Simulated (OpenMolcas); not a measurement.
Excited-state calculation, with input and output: InI (part 3 of 4)

InI (indium iodide (ini)); CASSCF/ANO-RCC-VDZP, DKH2 (OpenMolcas 26.06). The geometry comes from this level: GFN2-xTB.

Geometry of the input (Å):
```
In 0.0000  0.0000  0.0000
I  0.0000  0.0000  2.7892
```

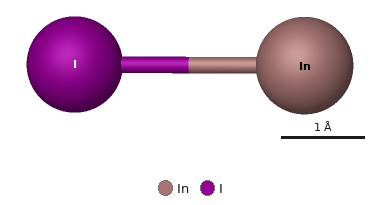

The input geometry (ball-and-stick view, seen on its broad side). Sticks mark near contacts.

### Log, continued
```
      ************************************************************************************************************************
      *                                            Wave function control section                                             *
      ************************************************************************************************************************

                                         RASSCF iterations: Energy and convergence statistics
                                         ----------------------------------------------------

          iter iter root      energy       change     param      element    value   shift minimum  type update hh:mm:ss
 Nr of preliminary CI iterations:   1
      Total energies have been shifted. Add               -12000.00 au
        1   1   11    0  -987.92797913    0.00E+00  -1.08E-01*  48  77 1  5.10E-02*  0.23   0.00    SX    NO    0:00:00
        2   1   10    0  -987.93956154   -1.16E-02*  2.75E-02   37  83 1 -2.99E-02*  0.23   0.00    SX    NO    0:00:00
        3   1    9    0  -987.94095727   -1.40E-03*  1.79E-02   37  83 1  1.40E-02*  0.23   0.00    SX    NO    0:00:00
        4   1    9    0  -987.94121714   -2.60E-04*  5.64E-03   37  83 1 -7.95E-03*  0.23   0.00    SX    NO    0:00:00
        5   1    8    0  -987.94127772   -6.06E-05* -4.29E-03   37  83 1  4.30E-03*  0.23   0.79    QN   YES    0:00:00
        6   1    7    0  -987.94129873   -2.10E-05* -1.80E-02   37  83 1  8.09E-04*  0.23   1.55    QN   YES    0:00:00
        7   1    7    0  -987.94131071   -1.20E-05* -2.55E-01*  37  83 1 -4.61E-04*  0.23   2.50    QN   YES    0:00:00
        8   1   16    0  -987.94180058   -4.90E-04* -2.11E-01*  37  83 1 -1.37E-02*  0.23   2.50    LS   YES    0:00:00
        9   1   26    0  -987.94278811   -9.88E-04* -1.89E-01*  37  83 1 -2.69E-02*  0.24   2.50    LS   YES    0:00:00
       10   1   30    0  -987.94402322   -1.24E-03* -3.71E-01*  37  83 1 -3.73E-02*  0.24   2.50    QN   YES    0:00:00
       11   1   12    0  -987.94207202    1.95E-03* -2.10E-01*  37  83 1 -7.35E-03*  0.24  -0.50    LS   YES    0:00:00
       12   1   41    0  -987.94320308   -1.13E-03* -4.35E-01*  37  83 1 -2.33E-02*  0.24   2.50    QN   YES    0:00:00
       13   1   18    0  -987.94402624   -8.23E-04*  1.82E-01*  37  83 1 -5.88E-02*  0.26   0.71    QN   YES    0:00:00
       14   1   16    0  -987.94521092   -1.18E-03*  7.01E-02   37  83 1 -3.77E-02*  0.25   1.09    QN   YES    0:00:00
       15   1   31    0  -987.94505983    1.51E-04*  1.43E-01*  37  83 1 -3.02E-02*  0.25  -0.09    SX   YES    0:00:00
       16   1   15    0  -987.94897369   -3.91E-03*  3.67E-01*  48  77 1 -1.09E-02*  0.25   2.50    QN   YES    0:00:00
       17   1    9    0  -987.95524438   -6.27E-03*  1.66E-01*  37  83 1  1.80E-02*  0.26   1.38    QN   YES    0:00:00
       18   1   10    0  -987.95696319   -1.72E-03* -3.78E-02   37  83 1  1.62E-02*  0.27   1.25    QN   YES    0:00:00
       19   1    9    0  -987.95738704   -4.24E-04*  2.23E-02   42  67 1 -6.78E-03*  0.27   1.70    QN   YES    0:00:00
       20   1    9    0  -987.95760798   -2.21E-04* -1.01E-02   48  76 1 -3.02E-03*  0.27   1.42    QN   YES    0:00:00
       21   1    9    0  -987.95769513   -8.72E-05* -1.75E-02   37  83 1 -2.82E-03*  0.27   1.66    QN   YES    0:00:00
       22   1    9    0  -987.95777524   -8.01E-05* -3.10E-02   37  83 1 -3.22E-03*  0.27   2.02    QN   YES    0:00:00
       23   1    9    0  -987.95787659   -1.01E-04* -3.83E-02   37  83 1 -2.67E-03*  0.27   1.96    QN   YES    0:00:00
       24   1    9    0  -987.95797035   -9.38E-05*  2.73E-02   51  77 1 -1.53E-03*  0.27   1.73    QN   YES    0:00:00
       25   1    8    0  -987.95802084   -5.05E-05*  8.67E-03   47  51 1  9.34E-04*  0.27   1.44    QN   YES    0:00:00
       26   1    8    0  -987.95803448   -1.36E-05* -2.21E-03   47  51 1  4.27E-04*  0.27   1.28    QN   YES    0:00:00
       27   1    7    0  -987.95803645   -1.97E-06* -1.14E-03   42  67 1 -1.84E-04*  0.27   1.21    QN   YES    0:00:00
       28   1    7    0  -987.95803672   -2.67E-07* -3.14E-04   48  77 1  8.04E-05   0.27   1.29    QN   YES    0:00:00
       29   1    6    0  -987.95803677   -5.13E-08* -1.42E-04   48  75 1 -3.00E-05   0.27   1.18    QN   YES    0:00:00
       30   1    5    0  -987.95803678   -7.00E-09  -6.06E-05   48  53 1  1.07E-05   0.27   1.19    QN   YES    0:00:00
      Convergence after 30 iterations
       31   1    5    0  -987.95803678   -9.11E-10  -6.06E-05   48  53 1  4.48E-06   0.27   1.19    QN   YES    0:00:00

      ************************************************************************************************************************
                                                      Wave function printout:
                       occupation of active orbitals, and spin coupling of open shells (u,d: Spin up or down)
      ************************************************************************************************************************

      Note: transformation to natural orbitals
      has been made, which may change the order of the CSFs.

      printout of CI-coefficients larger than  0.05 for root  1
      energy=  -12988.048989
      conf/sym  111111     Coeff  Weight
             1  222000  -0.96979 0.94049
             4  22u00d   0.09283 0.00862
             8  u22d00   0.09357 0.00875
            16  220002   0.08947 0.00801
            17  2ud200  -0.06732 0.00453
            19  2ud020  -0.07252 0.00526
            29  202200   0.07262 0.00527
            31  202020   0.07731 0.00598
            51  u2ud0d  -0.05926 0.00351

      printout of CI-coefficients larger than  0.05 for root  2
      energy=  -12987.912844
      conf/sym  111111     Coeff  Weight
             3  22u0d0   0.97335 0.94740
            15  2200ud   0.05745 0.00330
            21  2ud0ud   0.14114 0.01992
            49  2uu0dd  -0.08137 0.00662
            56  2u02d0  -0.05341 0.00285
            72  20u2d0   0.08342 0.00696
            79  20u0d2  -0.07389 0.00546

      printout of CI-coefficients larger than  0.05 for root  3
      energy=  -12987.912277
      conf/sym  111111     Coeff  Weight
             2  22ud00  -0.97309 0.94690
            14  220u0d  -0.05449 0.00297
            20  2udu0d  -0.14380 0.02068
            23  u2d200  -0.05098 0.00260
            48  2uud0d   0.08284 0.00686
            57  2u0d20  -0.05444 0.00296
            73  20ud20   0.08380 0.00702
            78  20ud02   0.07456 0.00556

      Natural orbitals and occupation numbers for root  1
      sym 1:   1.990561   1.983117   1.936320   0.033075   0.027547   0.029380

      Natural orbitals and occupation numbers for root  2
      sym 1:   1.995688   1.939483   1.000621   0.023829   1.000000   0.040379

      Natural orbitals and occupation numbers for root  3
      sym 1:   1.997144   1.940012   0.999974   1.000337   0.020517   0.042015

      ************************************************************************************************************************
      *                                                    Final results                                                     *
      ************************************************************************************************************************

++    Final optimization conditions:
      ------------------------------

      Average CI energy                          -12987.95803678
      RASSCF energy for state  3                 -12987.91227651
      Super-CI energy                                -0.00000000
      RASSCF energy change                           -0.00000000
      Max change in MO coefficients              -8.097E-05
      Max non-diagonal density matrix element    -6.056E-05
      Maximum BLB matrix element                  4.480E-06
      (orbital pair  48,  53 in symmetry   1)
      Norm of electronic gradient            6.145E-02
--

      Final state energy(ies):
      ------------------------

::    RASSCF root number  1 Total energy: -12988.04898940
::    RASSCF root number  2 Total energy: -12987.91284442
::    RASSCF root number  3 Total energy: -12987.91227651
      Von Neumann Entropy (Root   1) =  0.33658

      Mulliken population analysis for root number:  1
      -----------------------------------------------

++    Molecular charges:
      ------------------

      Mulliken charges per centre
      ---------------------------

                IN1     I2
      Total   48.5319 53.4681

      N-E      0.4681 -0.4681

      Total electronic charge=  102.000000

      Total            charge=   -0.000000
--

      Expectation values of various properties for root number:  1
      -----------------------------------------------------------

++    Molecular properties:
      ---------------------

      Charge (e):
                      =   -0.0000
      Dipole Moment (debye):
      Origin of the operator (angstrom)=    0.0000    0.0000    1.4638
                   X=  1.5209E-05               Y= -2.0134E-05               Z= -3.8823E+00           Total=  3.8823E+00
      Quadrupole Moment (debye*angstrom):
      Origin of the operator (angstrom)=    0.0000    0.0000    1.4638
                  XX= -5.1704E+01              XY= -1.6385E-01              XZ=  3.5663E-05              YY= -5.1598E+01
                  YZ= -4.8858E-05              ZZ= -5.5707E+01
      In traceless form (debye*angstrom)
                  XX=  1.9479E+00              XY= -2.4577E-01              XZ=  5.3494E-05              YY=  2.1080E+00
                  YZ= -7.3287E-05              ZZ= -4.0560E+00
--

      LoProp population analysis for root number:  1
      -----------------------------------------------

++    LoProp analysis:
      ----------------

++    Static properties:
      ------------------

      LoProp Charges per center

                   IN1      I2
      Nuclear     49.0000  53.0000
      Electronic -48.6810 -53.3190

      Total        0.3190  -0.3190
--

      Natural Bond Order analysis for root number:  1

++    Natural Bond Order analysis
      ---------------------------
      Based on LoProp computed density
      -------------------------------------------------------------------------------------
      Atom A       Atom B       Bond Order
      -------------------------------------------------------------------------------------
      NBO located      0.997 non-bonded electrons on atom IN1
      NBO located      0.998 non-bonded electrons on atom IN1
      NBO located      0.998 non-bonded electrons on atom IN1
      NBO located      0.999 non-bonded electrons on atom IN1
      NBO located      0.999 non-bonded electrons on atom IN1
      NBO located      1.000 non-bonded electrons on atom IN1
      NBO located      1.000 non-bonded electrons on atom IN1
      NBO located      1.000 non-bonded electrons on atom IN1
      NBO located      1.000 non-bonded electrons on atom IN1
      NBO located      1.000 non-bonded electrons on atom IN1
      NBO located      1.000 non-bonded electrons on atom IN1
      NBO located      1.000 non-bonded electrons on atom IN1
      NBO located      1.000 non-bonded electrons on atom IN1
      NBO located      1.000 non-bonded electrons on atom IN1
      NBO located      1.000 non-bonded electrons on atom IN1
      NBO located      1.000 non-bonded electrons on atom IN1
      NBO located      1.000 non-bonded electrons on atom IN1
      NBO located      1.000 non-bonded electrons on atom IN1
      NBO located      1.000 non-bonded electrons on atom IN1
      NBO located      1.000 non-bonded electrons on atom IN1
      NBO located      1.000 non-bonded electrons on atom IN1
      NBO located      1.000 non-bonded electrons on atom IN1
      NBO located      1.000 non-bonded electrons on atom IN1
      NBO located      0.945 non-bonded electrons on atom I2
      NBO located      1.011 non-bonded electrons on atom I2
      NBO located      0.999 non-bonded electrons on atom I2
      NBO located      1.000 non-bonded electrons on atom I2
      NBO located      1.000 non-bonded electrons on atom I2
      NBO located      1.000 non-bonded electrons on atom I2
      NBO located      1.000 non-bonded electrons on atom I2
      NBO located      1.000 non-bonded electrons on atom I2
      NBO located      1.000 non-bonded electrons on atom I2
      NBO located      1.000 non-bonded electrons on atom I2
      NBO located      1.000 non-bonded electrons on atom I2
      NBO located      1.000 non-bonded electrons on atom I2
      NBO located      1.000 non-bonded electrons on atom I2
      NBO located      1.000 non-bonded electrons on atom I2
      NBO located      1.000 non-bonded electrons on atom I2
      NBO located      1.000 non-bonded electrons on atom I2
      NBO located      1.000 non-bonded electrons on atom I2
      NBO located      1.000 non-bonded electrons on atom I2
      NBO located      1.000 non-bonded electrons on atom I2
      NBO located      1.000 non-bonded electrons on atom I2
      NBO located      1.000 non-bonded electrons on atom I2
      NBO located      1.000 non-bonded electrons on atom I2
      NBO located      1.000 non-bonded electrons on atom I2
      NBO located      1.000 non-bonded electrons on atom I2
      NBO located      1.000 non-bonded electrons on atom I2
      The remaining    3.163 electrons are to be considered as diffuse
--

--

      Von Neumann Entropy (Root   2) =  1.23578

      Mulliken population analysis for root number:  2
      -----------------------------------------------

++    Molecular charges:
      ------------------

      Mulliken charges per centre
      ---------------------------

                IN1     I2
      Total   48.9563 53.0437

      N-E      0.0437 -0.0437

      Total electronic charge=  102.000000

      Total            charge=   -0.000000
--

      Expectation values of various properties for root number:  2
      -----------------------------------------------------------

++    Molecular properties:
      ---------------------

      Charge (e):
                      =   -0.0000
      Dipole Moment (debye):
      Origin of the operator (angstrom)=    0.0000    0.0000    1.4638
                   X=  2.0289E-05               Y= -2.7736E-05               Z=  3.6532E-01           Total=  3.6532E-01
      Quadrupole Moment (debye*angstrom):
      Origin of the operator (angstrom)=    0.0000    0.0000    1.4638
                  XX= -5.5295E+01              XY=  3.6784E+00              XZ=  2.5388E-05              YY= -5.7691E+01
                  YZ= -3.4634E-05              ZZ= -5.0354E+01
      In traceless form (debye*angstrom)
                  XX= -1.2724E+00              XY=  5.5176E+00              XZ=  3.8083E-05              YY= -4.8668E+00
                  YZ= -5.1951E-05              ZZ=  6.1392E+00
--

      LoProp population analysis for root number:  2
      -----------------------------------------------

++    LoProp analysis:
      ----------------

++    Static properties:
      ------------------

      LoProp Charges per center

                   IN1      I2
      Nuclear     49.0000  53.0000
      Electronic -49.0753 -52.9247

      Total       -0.0753   0.0753
--

      Natural Bond Order analysis for root number:  2

++    Natural Bond Order analysis
      ---------------------------
      Based on LoProp computed density
      -------------------------------------------------------------------------------------
      Atom A       Atom B       Bond Order
      -------------------------------------------------------------------------------------
      NBO located      1.002 non-bonded electrons on atom IN1
      NBO located      0.998 non-bonded electrons on atom IN1
      NBO located      0.999 non-bonded electrons on atom IN1
      NBO located      0.999 non-bonded electrons on atom IN1
      NBO located      0.999 non-bonded electrons on atom IN1
      NBO located      1.000 non-bonded electrons on atom IN1
      NBO located      1.000 non-bonded electrons on atom IN1
      NBO located      1.000 non-bonded electrons on atom IN1
      NBO located      1.000 non-bonded electrons on atom IN1
      NBO located      1.000 non-bonded electrons on atom IN1
      NBO located      1.000 non-bonded electrons on atom IN1
      NBO located      1.000 non-bonded electrons on atom IN1
      NBO located      1.000 non-bonded electrons on atom IN1
      NBO located      1.000 non-bonded electrons on atom IN1
      NBO located      1.000 non-bonded electrons on atom IN1
      NBO located      1.000 non-bonded electrons on atom IN1
      NBO located      1.000 non-bonded electrons on atom IN1
      NBO located      1.000 non-bonded electrons on atom IN1
      NBO located      1.000 non-bonded electrons on atom IN1
      NBO located      1.000 non-bonded electrons on atom IN1
      NBO located      1.000 non-bonded electrons on atom IN1
      NBO located      1.000 non-bonded electrons on atom IN1
      NBO located      1.000 non-bonded electrons on atom IN1
      NBO located      0.980 non-bonded electrons on atom I2
      NBO located      0.975 non-bonded electrons on atom I2
      NBO located      0.994 non-bonded electrons on atom I2
      NBO located      0.999 non-bonded electrons on atom I2
      NBO located      1.000 non-bonded electrons on atom I2
      NBO located      1.000 non-bonded electrons on atom I2
      NBO located      1.000 non-bonded electrons on atom I2
      NBO located      1.000 non-bonded electrons on atom I2
      NBO located      1.000 non-bonded electrons on atom I2
      NBO located      1.000 non-bonded electrons on atom I2
      NBO located      1.000 non-bonded electrons on atom I2
      NBO located      1.000 non-bonded electrons on atom I2
      NBO located      1.000 non-bonded electrons on atom I2
      NBO located      1.000 non-bonded electrons on atom I2
      NBO located      1.000 non-bonded electrons on atom I2
      NBO located      1.000 non-bonded electrons on atom I2
      NBO located      1.000 non-bonded electrons on atom I2
      NBO located      1.000 non-bonded electrons on atom I2
      NBO located      1.000 non-bonded electrons on atom I2
      NBO located      1.000 non-bonded electrons on atom I2
      NBO located      1.000 non-bonded electrons on atom I2
```
